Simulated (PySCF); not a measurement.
Bi(SiH3)3, SMILES [SiH3][Bi]([SiH3])[SiH3] (H9BiSi3), PBE0/def2-SVP optimised geometry. Atoms within 1.6 Å of the plane z = 0.0 Å (x, y, z in Å): Si6 (1.24, -0.21, 0.00), H7 (2.73, -0.21, 0.00), H8 (0.76, -0.88, 1.25), H9 (0.75, 1.21, 0.00), H12 (-2.01, 0.95, -1.45), H13 (-2.73, -1.21, -0.59).

Computed with PBE0/def2-TZVP, def2 effective core potentials past Kr run with PySCF. The core electrons that the potentials of Bi replace are not part of the density. Cells within 0.4 Å of a nucleus heavier than hydrogen are left out (blank, or x).

Map of the Laplacian of the electron density (e/bohr⁵), clipped to [-1.50, 1.50] on the plane z = 0.0 Å:

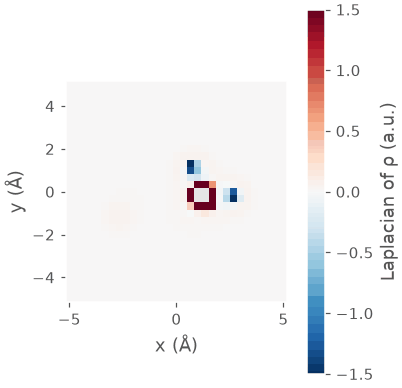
*Laplacian of the electron density (e/bohr⁵), clipped to [-1.50, 1.50] on the plane z = 0.0 Å.*
